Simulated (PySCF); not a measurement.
In(F)3(SH2), H2F3InS, singlet, B3LYP/def2-SVP optimised geometry. Atoms within 1.6 Å of the plane z = 0.6 Å (x, y, z in Å): In1 (-1.35, -0.79, 0.00), F3 (-1.27, -1.62, 1.79), F4 (-1.41, 1.17, 0.00), S5 (1.41, -0.79, 0.00), H6 (1.33, 0.53, 0.29), H7 (1.26, -1.17, 1.30).

Computed with B3LYP/def2-TZVP, def2 effective core potentials past Kr (PySCF). The core electrons that the potentials of In replace are not part of the density.

Map of the deformation density (molecule minus spherical neutral atoms) (e/bohr³) on the plane z = 0.6 Å:

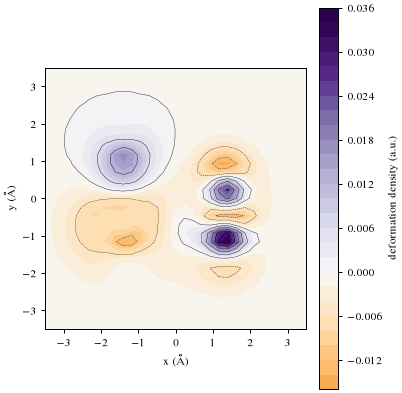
*Deformation density (molecule minus spherical neutral atoms) (e/bohr³) on the plane z = 0.6 Å.*
